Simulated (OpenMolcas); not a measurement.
# Geometry relaxation, with input and output: SiH3 (part 4 of 4)

Continued. System: SiH3, multiplicity 2, SMILES [SiH3]. Method: CASSCF/def2-SVP (OpenMolcas 26.06). The geometry comes from this level: GFN2-xTB.

Geometry of the input (Å):
```
Si 0.2066  -0.0189  -0.1151
H  0.5871  0.6618  1.1056
H  -0.1950  -1.4016  0.0434
H  -0.5987  0.7587  -1.0339
```

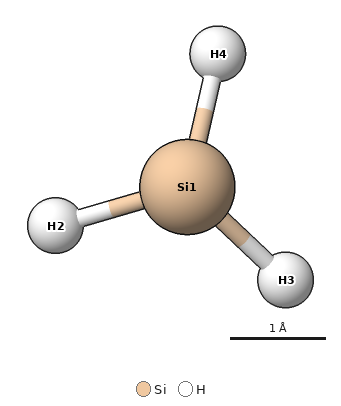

The geometry at step 3 of the log (ball-and-stick view, seen at a tilt; atoms are numbered from 1 in the order of the input).

The program's output, continued:
```
      Header of the ONEINT file:
      --------------------------

      OrdInt status: non-squared

      Cartesian coordinates in angstrom:
      -----------------------------------------------------
      No.  Label        X            Y            Z
      -----------------------------------------------------
       1   SI1        0.30188473  -0.02765319  -0.16859281
       2   H2         0.56485222   0.67396778   1.13915934
       3   H3        -0.22833757  -1.41957282   0.06176642
       4   H4        -0.63839938   0.77325823  -1.03233294
      -----------------------------------------------------
      Nuclear repulsion energy =   15.38516785

++    Wave function specifications:
      -----------------------------

      Number of closed shell electrons          10
      Number of electrons in active shells       7
      Max number of holes in RAS1 space          0
      Max nr of electrons in RAS3 space          0
      Number of inactive orbitals                5
      Number of active orbitals                  7
      Number of secondary orbitals              21
      Spin quantum number                      0.5
      State symmetry                             1
--

++    Orbital specifications:
      -----------------------

      Symmetry species                           1
                                                 a
      Frozen orbitals                            0
      Inactive orbitals                          5
      Active orbitals                            7
      RAS1 orbitals                              0
      RAS2 orbitals                              7
      RAS3 orbitals                              0
      Secondary orbitals                        21
      Deleted orbitals                           0
      Number of basis functions                 33
--

++    CI expansion specifications:
      ----------------------------

      Number of CSFs                           784
      Number of determinants                  1225
      Number of root(s) required                 1
      Root chosen for geometry opt.              1
      CI root used                               1

      highest root included in the CI            1
      max. size of the explicit Hamiltonian    200
--

++    Optimization specifications:
      ----------------------------

      RASSCF algorithm: LK RI/DF
      Maximum number of macro iterations       200
      Maximum number of SX iterations          100
      Threshold for RASSCF energy            1.000E-08
      Threshold for max MO rotation          1.000E-01
      Threshold for max BLB element          1.000E-04
      Level shift parameter                  5.000E-01
      Make Quasi-Newton update
--
      Starting CI array(s) will be read from file

      File JOBOLD not found -- use JOBIPH.
      The MO-coefficients are taken from the file:
      JOBIPH
      Title:(No title given)

      Total molecular charge    0.00

      ************************************************************************************************************************
      *                                            Wave function control section                                             *
      ************************************************************************************************************************

                                         RASSCF iterations: Energy and convergence statistics
                                         ----------------------------------------------------

          iter iter root      energy       change     param      element    value   shift minimum  type update hh:mm:ss
 reading initial CI vectors from JOBIPH
 Nr of preliminary CI iterations:   1
        1   1    3    1  -290.57595994    0.00E+00   4.45E-05    1  10 1 -5.98E-05   0.06   0.00    SX    NO    0:00:00
        2   1    3    1  -290.57595995   -5.16E-09   1.24E-05    8  16 1  8.49E-06   0.06   0.00    SX    NO    0:00:00
        3   1    3    1  -290.57595995   -1.37E-09   9.47E-06    8  16 1  2.28E-06   0.06   0.00    SX    NO    0:00:00
        4   3    3    1  -290.57595996   -4.84E-09  -3.77E-05    9  19 1 -1.29E-05   0.06   0.00    SX    NO    0:00:00
      Convergence after  4 iterations
        5   1    3    1  -290.57595996   -8.29E-10  -3.77E-05    9  22 1  2.71E-06   0.06   0.00    SX    NO    0:00:00

      ************************************************************************************************************************
                                                      Wave function printout:
                       occupation of active orbitals, and spin coupling of open shells (u,d: Spin up or down)
      ************************************************************************************************************************

      Note: transformation to natural orbitals
      has been made, which may change the order of the CSFs.

      printout of CI-coefficients larger than  0.05 for root  1
      energy=    -290.575960
      conf/sym  1111111     Coeff  Weight
             1  222u000  -0.98269 0.96569
            91  2uduud0  -0.05186 0.00269
           104  u2duu0d  -0.05186 0.00269
           110  202u020  -0.05452 0.00297
           133  022u002  -0.05453 0.00297

      Natural orbitals and occupation numbers for root  1
      sym 1:   1.974237   1.974237   1.984838   1.000945   0.028218   0.018762   0.018763

      ************************************************************************************************************************
      *                                                    Final results                                                     *
      ************************************************************************************************************************

++    Final optimization conditions:
      ------------------------------

      Average CI energy                            -290.57595996
      RASSCF energy for state  1                   -290.57595996
      Super-CI energy                                -0.00000000
      RASSCF energy change                            0.00000000
      Max change in MO coefficients               1.256E-04
      Max non-diagonal density matrix element    -3.770E-05
      Maximum BLB matrix element                  2.710E-06
      (orbital pair   9,  22 in symmetry   1)
      Norm of electronic gradient            5.831E-06
--

      Final state energy(ies):
      ------------------------

::    RASSCF root number  1 Total energy:   -290.57595996
      Von Neumann Entropy (Root   1) =  0.76073

      Mulliken population analysis for root number:  1
      -----------------------------------------------

++    Molecular charges:
      ------------------

      Mulliken charges per centre
      ---------------------------

                SI1     H2      H3      H4
      Total   13.6937  1.1021  1.1021  1.1021

      N-E      0.3063 -0.1021 -0.1021 -0.1021

      Total electronic charge=   17.000000

      Total            charge=   -0.000000
--

      Expectation values of various properties for root number:  1
      -----------------------------------------------------------

++    Molecular properties:
      ---------------------

      Charge (e):
                      =   -0.0000
      Dipole Moment (debye):
      Origin of the operator (angstrom)=    0.2626   -0.0241   -0.1467
                   X=  9.6498E-02               Y= -8.8892E-03               Z= -5.4100E-02           Total=  1.1098E-01
      Quadrupole Moment (debye*angstrom):
      Origin of the operator (angstrom)=    0.2626   -0.0241   -0.1467
                  XX= -1.6264E+01              XY= -3.7845E-03              XZ= -2.3023E-02              YY= -1.6305E+01
                  YZ=  2.0752E-03              ZZ= -1.6293E+01
      In traceless form (debye*angstrom)
                  XX=  3.4740E-02              XY= -5.6767E-03              XZ= -3.4535E-02              YY= -2.6715E-02
                  YZ=  3.1128E-03              ZZ= -8.0246E-03
--

      Mulliken spin population analysis for root number:  1
      ---------------------------------------------------

++    Molecular charges:
      ------------------

      Mulliken spin population per centre
      ---------------------------

                SI1     H2      H3      H4
      Total    0.9983  0.0005  0.0006  0.0006

      Total electronic spin=    1.000000
--

      Average orbitals are written to the RASORB file
      Natural orbitals for root   1 are written to the RASORB.1 file
      Spin density orbitals for root   1 are written to the SPDORB.1 file

--- Stop Module: last_energy /rc=_RC_ALL_IS_WELL_ ---
--- Module last_energy spent 1 second ---

>>> END DO

.##################.
.# Happy landing! #.
.##################.

    Timing: Wall=14.15 User=11.80 System=2.25
```

Trajectory as extended XYZ (Å, eV, eV/Å), 7 frames, from step=0 to step=6:
```
4
Properties=species:S:1:pos:R:3:forces:R:3 step=0 energy=-7906.84084
Si    0.2066   -0.0189   -0.1151    1.1326  -0.1057  -0.6286
H     0.5871    0.6618    1.1056    0.0696   0.4794   0.9373
H    -0.1950   -1.4016    0.0434   -0.4617  -0.9253   0.2158
H    -0.5987    0.7587   -1.0339   -0.7406   0.5515  -0.5244
4
Properties=species:S:1:pos:R:3:forces:R:3 step=1 energy=-7906.88955
Si    0.3732   -0.0341   -0.2084   -0.2023   0.0177   0.1152
H     0.5085    0.6435    1.0993    0.3800   0.3054   0.4696
H    -0.2459   -1.3472    0.0747    0.0080  -0.6763  -0.0354
H    -0.6357    0.7378   -0.9656   -0.1857   0.3532  -0.5495
4
Properties=species:S:1:pos:R:3:forces:R:3 step=2 energy=-7906.96840
Si    0.3174   -0.0291   -0.1776   -0.2769   0.0256   0.1578
H     0.5631    0.6776    1.1479   -0.0026  -0.1023  -0.2082
H    -0.2339   -1.4269    0.0653    0.1095   0.1975  -0.0555
H    -0.6465    0.7784   -1.0356    0.1700  -0.1207   0.1059
4
Properties=species:S:1:pos:R:3:forces:R:3 step=3 energy=-7906.97461
Si    0.3012   -0.0276   -0.1669   -0.0065   0.0010  -0.0080
H     0.5666    0.6762    1.1405   -0.0105  -0.0142  -0.0139
H    -0.2291   -1.4214    0.0598    0.0065   0.0198   0.0073
H    -0.6387    0.7728   -1.0334    0.0105  -0.0067   0.0146
4
Properties=species:S:1:pos:R:3:forces:R:3 step=4 energy=-7906.97450
Si    0.3003   -0.0274   -0.1714    0.0167  -0.0025   0.0242
H     0.5634    0.6699    1.1384    0.0059   0.0161  -0.0010
H    -0.2256   -1.4194    0.0667   -0.0135  -0.0037  -0.0219
H    -0.6381    0.7769   -1.0337   -0.0092  -0.0099  -0.0013
4
Properties=species:S:1:pos:R:3:forces:R:3 step=5 energy=-7906.97467
Si    0.3027   -0.0277   -0.1682   -0.0052   0.0008  -0.0054
H     0.5648    0.6747    1.1391    0.0016  -0.0011   0.0045
H    -0.2291   -1.4191    0.0607    0.0030  -0.0047   0.0049
H    -0.6385    0.7721   -1.0316    0.0006   0.0050  -0.0040
4
Properties=species:S:1:pos:R:3:forces:R:3 step=6 energy=-7906.97468
Si    0.3017   -0.0276   -0.1684    0.0001  -0.0001  -0.0003
H     0.5651    0.6741    1.1393   -0.0010  -0.0009  -0.0014
H    -0.2283   -1.4198    0.0617    0.0002   0.0020   0.0001
H    -0.6384    0.7733   -1.0326    0.0008  -0.0011   0.0017
```

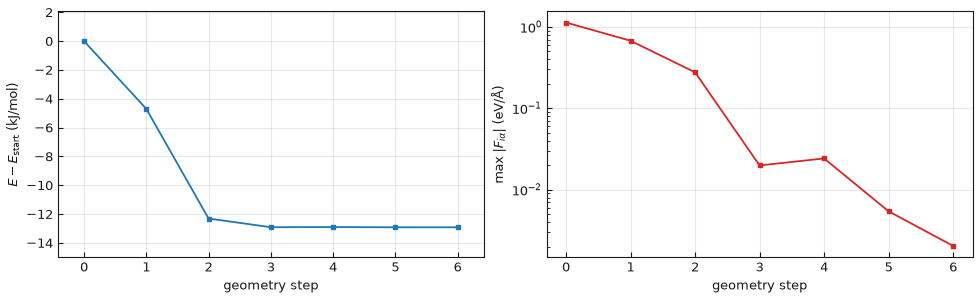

Progress of the relaxation, step by step (steps are counted from 0).

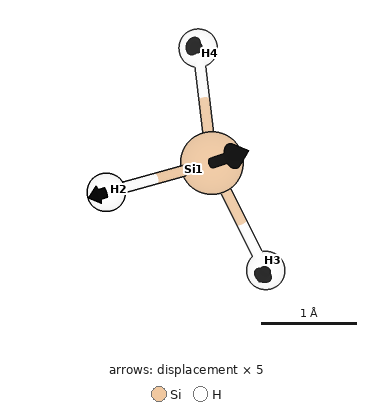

The starting structure with the displacements as black arrows, magnified 5 times (ball-and-stick view, seen at a tilt). The two geometries are laid on each other by the best rigid fit. The largest move after the best rigid fit is that of Si1, 0.11 Å. Largest moves by element: Si 0.11 Å, H 0.04 Å. Distances before and after: Si1–H2 1.449 → 1.507 Å. Among the angles that change: H2–Si1–H3 115.4° → 111.0°. Over 6 geometry steps the energy falls by 12.9 kJ/mol. Largest force component: 1.1 eV/Å at the start, 0.002 eV/Å at the end. (Atoms are counted from 1 in the order of the input.)

Key numbers:

| quantity | value |
| --- | --- |
| outcome | converged |
| total energy | −290.575960 hartree |
| CASSCF energy | −290.575960 hartree |
| basis functions | 33 |
| wall time | 15 s |
| peak memory | 0.082 GiB |
